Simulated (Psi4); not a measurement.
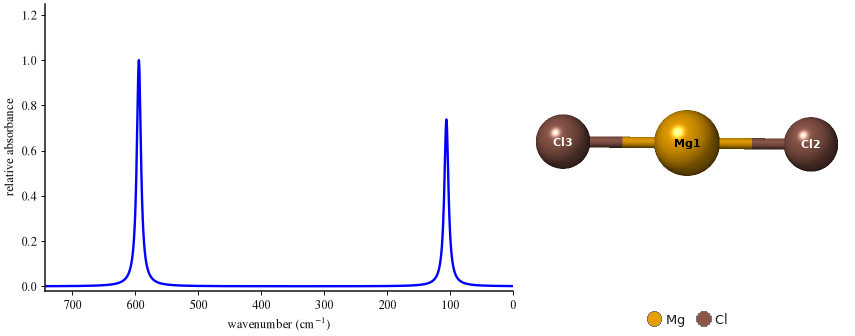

Infrared spectrum of MgCl₂, SMILES [Cl][Mg][Cl], singlet. Unscaled harmonic wavenumbers and double-harmonic intensities, BLYP/6-31G(d), Psi4 1.11, at a geometry relaxed at this level, isolated molecule. Modes within 2 cm⁻¹ of each other count as one line, with their intensities summed. Lorentzian lines of 8 cm⁻¹ full width. Close modes add up in the curve.

List the modes.

```csv
cm⁻¹,km/mol
105.7 (×2),101.9
306.6,0.0
594.2,138.0
```

Known limits of this run: double-zeta basis.
